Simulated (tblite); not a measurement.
```xyz
19

C    -2.307   -0.206   -0.453
C    -0.856    0.246   -0.426
C    -0.376    0.702    0.975
C     0.829   -0.218    1.249
N     1.245   -0.728   -0.057
C     2.194    0.135   -0.736
N     0.054   -0.842   -0.822
H    -2.468   -1.013    0.259
H    -2.964    0.622   -0.196
H    -2.567   -0.560   -1.448
H    -0.722    1.058   -1.152
H    -1.155    0.575    1.725
H    -0.075    1.748    0.965
H     1.654    0.289    1.746
H     0.527   -1.076    1.859
H     2.335   -0.256   -1.741
H     3.140    0.093   -0.200
H     1.867    1.180   -0.806
H    -0.366   -1.739   -0.583
```

Question: Where will the first 6 clear peaks of this molecule's radial distribution curve from gas electron diffraction lie, and which pairs make them?

Answer: Peak 1, 1.08 Å: N–H 1.02 Å, C–H 1.09–1.10 Å (×11), not resolved
Peak 2, 1.48 Å: N–N 1.42 Å, N–C 1.45–1.47 Å (×3), C–C 1.52–1.55 Å (×3), not resolved
Peak 3, 2.39 Å: C···H 2.16–2.58 Å (×11), N···C 2.30–2.47 Å (×6), C···C 2.42–2.57 Å (×3), not resolved; in its flanks N···H 1.97–2.75 Å, C···H 2.05–2.84 Å
Peak 4, 3.12 Å: N···H 2.87–3.28 Å (×7), C···H 2.90–3.35 Å (×12), C···C 3.07–3.14 Å (×2), not resolved
Peak 5, 3.57 Å: N···H 3.41–3.74 Å (×2), C···H 3.49–3.76 Å (×5), H···H 3.53–3.83 Å (×11), C···C 3.57 Å, N···C 3.61 Å, not resolved; in its flanks C···H 3.96–4.18 Å
Peak 6, 4.49 Å: C···H 4.35–4.56 Å (×3), N···H 4.42 Å, C···C 4.52 Å, not resolved; in its flanks C···H 4.82–5.46 Å, H···H 4.90–6.13 Å

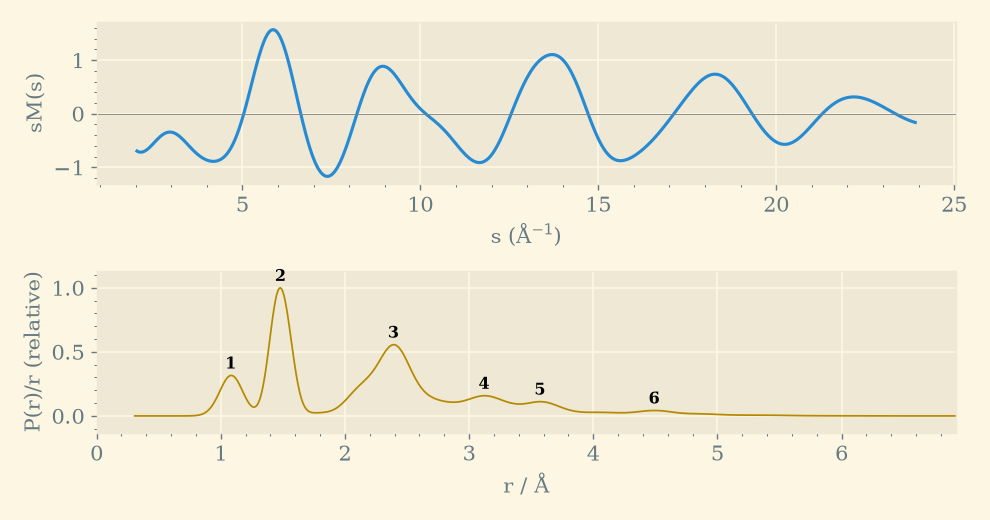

Simulated gas electron diffraction: reduced molecular intensity sM(s) from the Debye equation in the first Born approximation (top) and the radial distribution curve (bottom) of C5H12N2. Each pair of atoms contributes with weight ZᵢZⱼ/r; damping constant 0.001 Å²; vibrational amplitudes assumed, not computed: 0.05 Å for bonds, 0.078 Å for bonds to H, 0.06 + 0.015 r up to 0.15 Å for other pairs. The geometry is the end point of an optimisation (GFN2-xTB geometry optimisation, gas phase in tblite); it may be a saddle point or a higher isomer.
